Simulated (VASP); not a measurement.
Consider the following.

```
O2Si
1.0
    5.08773     0.00000     0.00000
   -2.54386     4.40610     0.00000
    0.00000     0.00000     5.56844
Si O
3 6
Direct
  0.00000   0.50000   0.66667
  0.50000   0.00000   0.00000
  0.50000   0.50000   0.33333
  0.79175   0.58351   0.50000
  0.20825   0.79175   0.83333
  0.41649   0.20825   0.16667
  0.20825   0.41649   0.50000
  0.79175   0.20825   0.83333
  0.58351   0.79175   0.16667
```

The numbers are results of PBEsol GGA, VASP's PBE PAW potentials (set 64) (plane waves; VASP), not measurements. Numerical set-up: 520 eV cut-off, 6×6×5 Γ-centred mesh, tetrahedra with Blöchl corrections, potentials Si O.

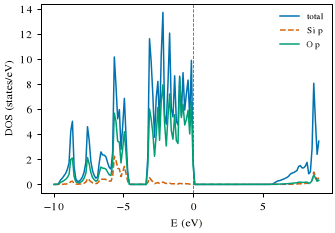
Figure. Total and projected density of states, zero at the valence-band maximum

Within 2 eV below the valence-band maximum the largest weight inside VASP's projection spheres is O p.

It has a band gap.

The structure comes from a computed database's SiO2 entry (P6_222); how it stands against other phases isn't given here. It was relaxed first.
